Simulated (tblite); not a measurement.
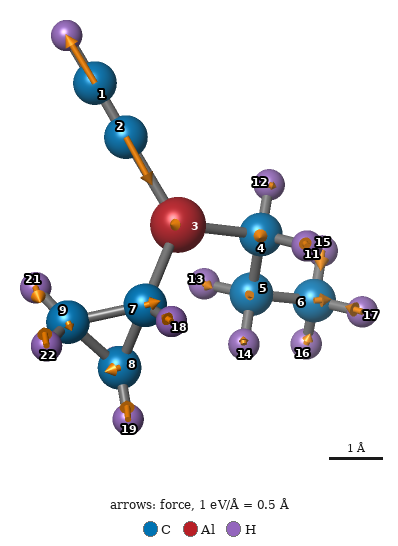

Starting geometry of C8H13Al with the computed forces as orange arrows. A ball-and-stick model, seen from a free direction.

All numbers below come from tblite, GFN2-xTB geometry optimisation, gas phase. 

> Is this structure relaxed? If not, where do the atoms go?

It isn't relaxed: the largest force vector, on a C atom, is 2.20 eV/Å. The final displacements have little in common with the starting forces (cosine between the two patterns 0.11). The largest move after the best rigid fit is that of an H atom, 2.40 Å. Largest moves by element: H 2.40 Å, C 1.39 Å, Al 0.51 Å. Some distances before and after: C–H 1.115 → 1.081 Å, C–C 1.512 → 1.484 Å, Al–C 2.006 → 1.985 Å, C–C 1.192 → 1.212 Å. Among the angles between lasting bonds that change: H–C–H 121.6° → 113.5°, C–C–H 113.2° → 118.7°, C–Al–C 119.2° → 114.6°. Groups turn about Al–C by about 80°, Al–C by about 30°. Over 198 geometry steps the energy falls by 34.2 kJ/mol.
